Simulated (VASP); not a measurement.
Band structure of Ho (hcp). Method: optB86b-vdW, VASP's PBE PAW potentials (set 64) (plane waves; VASP 6.6.1).

The 4f electrons are frozen in the core of the lanthanide potential, so 4f levels, which can set the real gap, and their magnetism are missing.

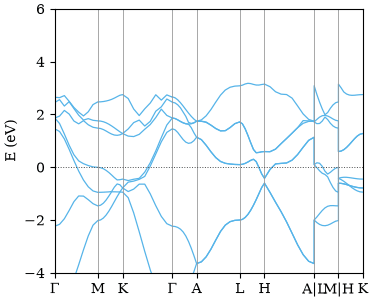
Figure. Bands along high-symmetry lines, zero at the valence-band maximum or, without a gap, the Fermi level

Task: Read the plot: is there a gap, and where are the band edges?

Result: It has no gap at this level: it comes out as a metal or semimetal. (Edges off the drawn lines would not show.)

The compound is Ho in the hcp structure. It was relaxed first.
